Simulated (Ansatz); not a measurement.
## AlClOF: frequency calculation

- system: AlClOF, multiplicity 2, SMILES [O][Al]([F])[Cl]
- method: B3LYP/6-31G*, UKS (Ansatz 0.2.0)

The geometry was optimised with B3LYP/6-31G*. Figures and captions count atoms from 1; the log counts them from 0 in places.

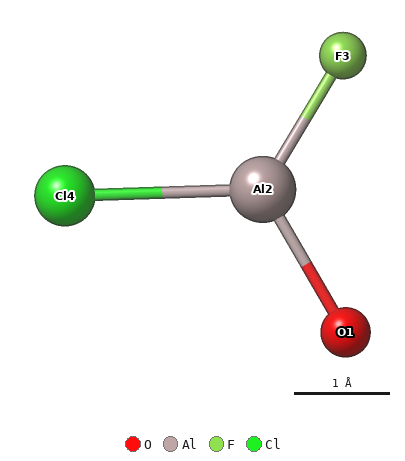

Fig. 1: The structure (ball-and-stick view, seen on its broad side; atoms are numbered from 1 in the order of the input). Sticks mark near contacts. Bond lengths as drawn: Al–Cl 2.08 Å, Al–F 1.64 Å and Al–O 1.74 Å.

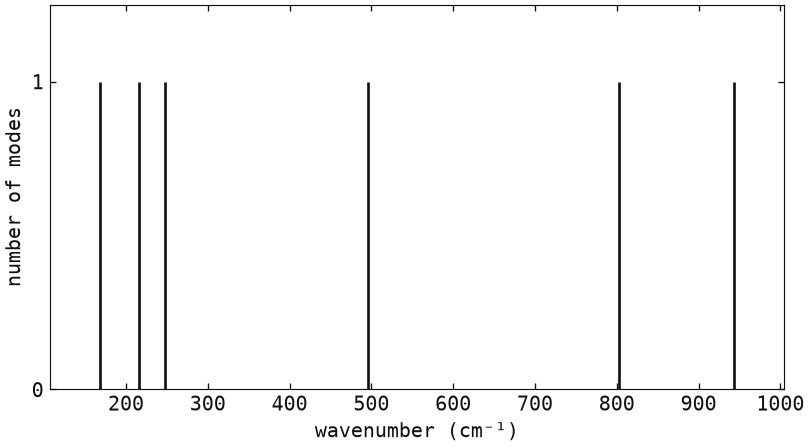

Fig. 2: Harmonic vibrational wavenumbers from the force constants; neighbouring modes closer than 4 cm⁻¹ are counted in one stick. 6 modes from 168 to 943 cm⁻¹, none imaginary.

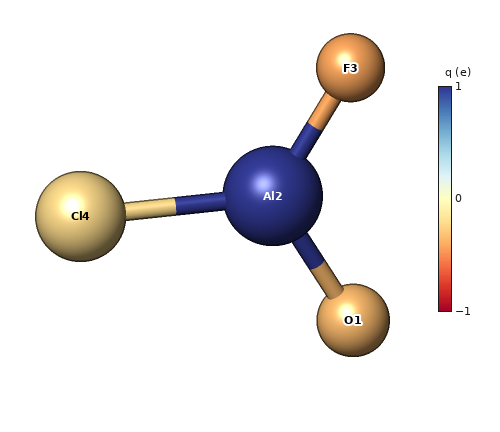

Fig. 3: Mulliken charges, as the colour of each atom (ball-and-stick view, seen at a tilt; atoms are numbered from 1 in the order of the input; Mulliken charges depend strongly on the basis). By element: O −0.34, Al +0.98, F −0.42 and Cl −0.22 e.

These pictures come from the run below.

Input:
```yaml
basis:
  gaussian: {orbitals: "6-31G*"}
crystal:
  periodic: [false, false, false]
  atoms:
    - {symbol: O, position_ang: [1.001610, 0.598812, 1.306580]}
    - {symbol: Al, position_ang: [0.064212, -0.098720, 0.017885]}
    - {symbol: F, position_ang: [0.278442, -1.683757, -0.353318]}
    - {symbol: Cl, position_ang: [-1.288665, 1.123365, -0.991446]}
magnetization: {spin_polarized: true, initial_magnetization: 1}
hamiltonian: {xc: {name: B3LYP}}
phonons: {temperatures: {t_min: 298.15, t_max: 298.15, t_step: 1}}
```

Launch command:
```bash
ansatz run in.yaml --threads 1 --pin off --max-ram 3480MiB --events-out events.jsonl --progress --plain --runs-dir runs
```

What the program printed:
```
Functional definition: B3LYP
  name "B3LYP"
  parameter a0 = 0.2
  parameter ax = 0.72
  parameter ac = 0.81
  exchange = (1 - a0 - ax)*slater_x + ax*b88_x + a0*exact_x
  correlation = (1 - ac)*vwn_rpa_c + ac*lyp_c
628 factors; integrals over basis functions are off by at most 2.5e-4 eV
mean field evaluation 1: about -23868.3500 eV, gradient 5.6e1 eV
mean field evaluation 2: about -23660.8880 eV, gradient 1.4e2 eV
mean field evaluation 4: about -23883.7639 eV, gradient 2.5e1 eV
mean field evaluation 8: about -23886.0519 eV, gradient 4.1e-1 eV
mean field evaluation 16: about -23886.0612 eV, gradient 6.9e-4 eV
mean field evaluation 32: about -23885.1951 eV, gradient 5.1e0 eV
mean field -23886.06122314 eV, -877.7965593965 hartree, gradient 8.4e-6 eV, S^2 0.753006; 3 other end points of the search recorded, 0 dependent functions left out
the calculation of the forces begins
reference -23886.06145891 eV, -877.7965680610 hartree; 24, 23 occupied and 44, 45 virtual orbitals, 628 factors
these checks for a lower state are left out or cut short: stability, starts, cluster_reference, orbital_swaps, neighbouring_geometries, increment
628 factors; integrals over basis functions are off by at most 2.5e-4 eV
mean field -23886.06115907 eV, -877.7965570421 hartree, gradient 2.5e-6 eV, S^2 0.753014; 0 other end points of the search recorded, 0 dependent functions left out
the calculation of the forces begins
reference -23886.06139484 eV, -877.7965657064 hartree; 24, 23 occupied and 44, 45 virtual orbitals, 628 factors
these checks for a lower state are left out or cut short: stability, starts, cluster_reference, orbital_swaps, neighbouring_geometries, increment
628 factors; integrals over basis functions are off by at most 2.5e-4 eV
mean field -23886.06115865 eV, -877.7965570268 hartree, gradient 1.2e-6 eV, S^2 0.752999; 0 other end points of the search recorded, 0 dependent functions left out
the calculation of the forces begins
reference -23886.06139444 eV, -877.7965656916 hartree; 24, 23 occupied and 44, 45 virtual orbitals, 628 factors
these checks for a lower state are left out or cut short: stability, starts, cluster_reference, orbital_swaps, neighbouring_geometries, increment
628 factors; integrals over basis functions are off by at most 2.5e-4 eV
mean field -23886.06121401 eV, -877.7965590611 hartree, gradient 2.3e-6 eV, S^2 0.753003; 0 other end points of the search recorded, 0 dependent functions left out
the calculation of the forces begins
reference -23886.06144979 eV, -877.7965677257 hartree; 24, 23 occupied and 44, 45 virtual orbitals, 628 factors
these checks for a lower state are left out or cut short: stability, starts, cluster_reference, orbital_swaps, neighbouring_geometries, increment
628 factors; integrals over basis functions are off by at most 2.5e-4 eV
mean field -23886.06121386 eV, -877.7965590554 hartree, gradient 2.0e-6 eV, S^2 0.753010; 0 other end points of the search recorded, 0 dependent functions left out
the calculation of the forces begins
reference -23886.06144963 eV, -877.7965677199 hartree; 24, 23 occupied and 44, 45 virtual orbitals, 628 factors
these checks for a lower state are left out or cut short: stability, starts, cluster_reference, orbital_swaps, neighbouring_geometries, increment
628 factors; integrals over basis functions are off by at most 2.5e-4 eV
mean field evaluation 64: about -23886.0611 eV, gradient 8.4e-5 eV
mean field -23886.06111871 eV, -877.7965555589 hartree, gradient 9.7e-7 eV, S^2 0.753000; 0 other end points of the search recorded, 0 dependent functions left out
the calculation of the forces begins
reference -23886.06135451 eV, -877.7965642242 hartree; 24, 23 occupied and 44, 45 virtual orbitals, 628 factors
these checks for a lower state are left out or cut short: stability, starts, cluster_reference, orbital_swaps, neighbouring_geometries, increment
628 factors; integrals over basis functions are off by at most 2.5e-4 eV
mean field -23886.06111905 eV, -877.7965555715 hartree, gradient 2.0e-6 eV, S^2 0.753013; 0 other end points of the search recorded, 0 dependent functions left out
the calculation of the forces begins
reference -23886.06135481 eV, -877.7965642353 hartree; 24, 23 occupied and 44, 45 virtual orbitals, 628 factors
these checks for a lower state are left out or cut short: stability, starts, cluster_reference, orbital_swaps, neighbouring_geometries, increment
628 factors; integrals over basis functions are off by at most 2.5e-4 eV
mean field -23886.06114844 eV, -877.7965566516 hartree, gradient 1.2e-6 eV, S^2 0.753010; 0 other end points of the search recorded, 0 dependent functions left out
the calculation of the forces begins
reference -23886.06138421 eV, -877.7965653159 hartree; 24, 23 occupied and 44, 45 virtual orbitals, 628 factors
these checks for a lower state are left out or cut short: stability, starts, cluster_reference, orbital_swaps, neighbouring_geometries, increment
628 factors; integrals over basis functions are off by at most 2.5e-4 eV
mean field -23886.06114870 eV, -877.7965566611 hartree, gradient 2.9e-6 eV, S^2 0.753003; 0 other end points of the search recorded, 0 dependent functions left out
the calculation of the forces begins
reference -23886.06138448 eV, -877.7965653259 hartree; 24, 23 occupied and 44, 45 virtual orbitals, 628 factors
these checks for a lower state are left out or cut short: stability, starts, cluster_reference, orbital_swaps, neighbouring_geometries, increment
628 factors; integrals over basis functions are off by at most 2.5e-4 eV
mean field -23886.06121735 eV, -877.7965591838 hartree, gradient 2.3e-6 eV, S^2 0.753006; 0 other end points of the search recorded, 0 dependent functions left out
the calculation of the forces begins
reference -23886.06145312 eV, -877.7965678483 hartree; 24, 23 occupied and 44, 45 virtual orbitals, 628 factors
these checks for a lower state are left out or cut short: stability, starts, cluster_reference, orbital_swaps, neighbouring_geometries, increment
628 factors; integrals over basis functions are off by at most 2.5e-4 eV
mean field evaluation 96: about -23886.0612 eV, gradient 2.1e-5 eV
mean field -23886.06121705 eV, -877.7965591729 hartree, gradient 2.8e-6 eV, S^2 0.753007; 0 other end points of the search recorded, 0 dependent functions left out
the calculation of the forces begins
reference -23886.06145283 eV, -877.7965678375 hartree; 24, 23 occupied and 44, 45 virtual orbitals, 628 factors
these checks for a lower state are left out or cut short: stability, starts, cluster_reference, orbital_swaps, neighbouring_geometries, increment
628 factors; integrals over basis functions are off by at most 2.5e-4 eV
mean field -23886.06117140 eV, -877.7965574952 hartree, gradient 2.1e-6 eV, S^2 0.753008; 0 other end points of the search recorded, 0 dependent functions left out
the calculation of the forces begins
reference -23886.06140719 eV, -877.7965661602 hartree; 24, 23 occupied and 44, 45 virtual orbitals, 628 factors
these checks for a lower state are left out or cut short: stability, starts, cluster_reference, orbital_swaps, neighbouring_geometries, increment
628 factors; integrals over basis functions are off by at most 2.5e-4 eV
mean field -23886.06117100 eV, -877.7965574806 hartree, gradient 1.7e-6 eV, S^2 0.753005; 0 other end points of the search recorded, 0 dependent functions left out
the calculation of the forces begins
reference -23886.06140677 eV, -877.7965661448 hartree; 24, 23 occupied and 44, 45 virtual orbitals, 628 factors
these checks for a lower state are left out or cut short: stability, starts, cluster_reference, orbital_swaps, neighbouring_geometries, increment
628 factors; integrals over basis functions are off by at most 2.5e-4 eV
mean field -23886.06118746 eV, -877.7965580854 hartree, gradient 1.4e-6 eV, S^2 0.753006; 0 other end points of the search recorded, 0 dependent functions left out
the calculation of the forces begins
reference -23886.06142322 eV, -877.7965667495 hartree; 24, 23 occupied and 44, 45 virtual orbitals, 628 factors
these checks for a lower state are left out or cut short: stability, starts, cluster_reference, orbital_swaps, neighbouring_geometries, increment
628 factors; integrals over basis functions are off by at most 2.5e-4 eV
mean field -23886.06118782 eV, -877.7965580987 hartree, gradient 2.9e-6 eV, S^2 0.753007; 0 other end points of the search recorded, 0 dependent functions left out
the calculation of the forces begins
reference -23886.06142361 eV, -877.7965667637 hartree; 24, 23 occupied and 44, 45 virtual orbitals, 628 factors
these checks for a lower state are left out or cut short: stability, starts, cluster_reference, orbital_swaps, neighbouring_geometries, increment
628 factors; integrals over basis functions are off by at most 2.5e-4 eV
mean field evaluation 128: about -23886.0612 eV, gradient 3.2e-2 eV
mean field -23886.06121153 eV, -877.7965589699 hartree, gradient 2.9e-6 eV, S^2 0.753005; 0 other end points of the search recorded, 0 dependent functions left out
the calculation of the forces begins
reference -23886.06144730 eV, -877.7965676342 hartree; 24, 23 occupied and 44, 45 virtual orbitals, 628 factors
these checks for a lower state are left out or cut short: stability, starts, cluster_reference, orbital_swaps, neighbouring_geometries, increment
628 factors; integrals over basis functions are off by at most 2.5e-4 eV
mean field -23886.06121182 eV, -877.7965589808 hartree, gradient 2.5e-6 eV, S^2 0.753008; 0 other end points of the search recorded, 0 dependent functions left out
the calculation of the forces begins
reference -23886.06144761 eV, -877.7965676456 hartree; 24, 23 occupied and 44, 45 virtual orbitals, 628 factors
Total energy: -23886.06145891 eV, -877.7965680610 hartree
Atom 0 at     1.001610     0.598812     1.306580 Å, force    -0.000000    -0.000032    -0.000013 eV/Å
Atom 1 at     0.064212    -0.098720     0.017885 Å, force    -0.000048     0.000061    -0.000029 eV/Å
Atom 2 at     0.278442    -1.683757    -0.353318 Å, force     0.000047    -0.000054     0.000031 eV/Å
Atom 3 at    -1.288665     1.123365    -0.991446 Å, force     0.000001     0.000025     0.000010 eV/Å
Dipole moment:    -0.036386    -0.030405    -0.051292 e Å
Vibrations: 168.41 216.30 247.19 495.41 802.98 942.70 cm⁻¹, zero-point energy 0.178103 eV
```

Summary:

- outcome: converged
- total energy: −877.796568 hartree
- basis functions: 68
- largest force: 0.000 eV/Å
- ⟨S²⟩: 0.753
- zero-point energy: 0.006545 hartree
- dipole moment: 0.34 D
- wavenumbers, lowest and highest: 168 and 943 cm⁻¹
- hardware: 1 thread of Arm Neoverse V2, 112 GiB of memory available, shared host
- wall time: 39 s
- peak memory: 0.17 GiB
